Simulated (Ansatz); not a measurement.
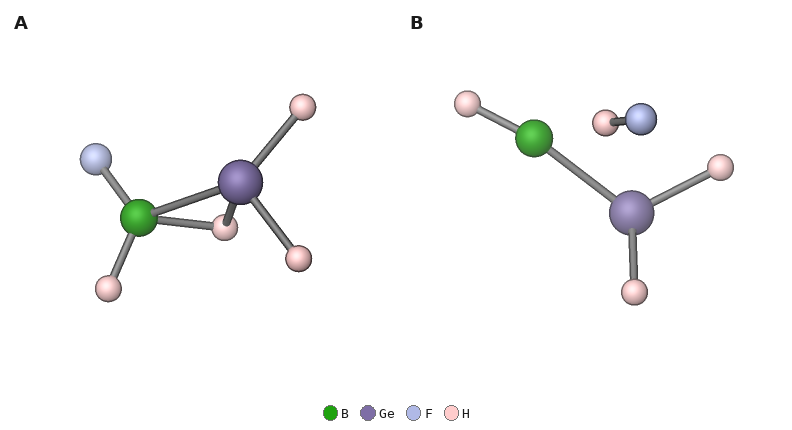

2 stationary structures of one formula. Geometries: PBE-D4/def2-SVP. Electronic energies: PBE-D4/def2-SVP (Ansatz 0.2.0), without zero-point energy. No frequency run is at hand to confirm each as a minimum. Each is one conformer, not always the lowest.

> Rank them by energy, lowest first.

A is lowest (C1); B lies 3.360 eV above it (Cs).
